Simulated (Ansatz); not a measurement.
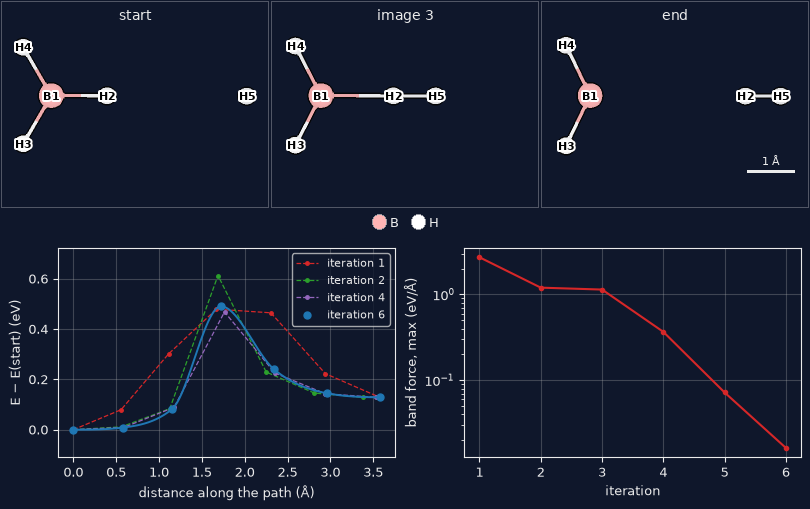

A nudged-elastic-band calculation for BH4 (multiplicity 2), made up at the start of BH$_{3}$ and H. Images are numbered from 0 (start) to 6 (end). The plot follows the band through its iterations. The picture is a ball-and-stick view, seen face on.

The calculation used UKS BHLYP/def2-SVP (Ansatz 0.2.0). Set-up: 5 movable images; climbing image; force threshold 0.05 eV/Å; iteration limit 60; starting path through a guess of the saddle point.

Judge this run.

Answer. The run is converged, with reservations. The band converged in 6 iterations. The largest component of the band force went from 2.7 to 0.016 eV/Å. The climbing image converged on the top of the path. Its vibrational analysis gives 2 imaginary modes over 30i cm⁻¹, so it isn't confirmed as a transition state. The first iteration put the highest image at 0.48 eV. The highest point, image 3, lies 0.49 eV above the start and 0.36 eV above the end; the end is at +0.13 eV relative to the start.

Limits of the set-up: the start holds two separate molecules, 3.0 Å apart at their closest, whose relative position is a soft coordinate and is computed without a dispersion correction.
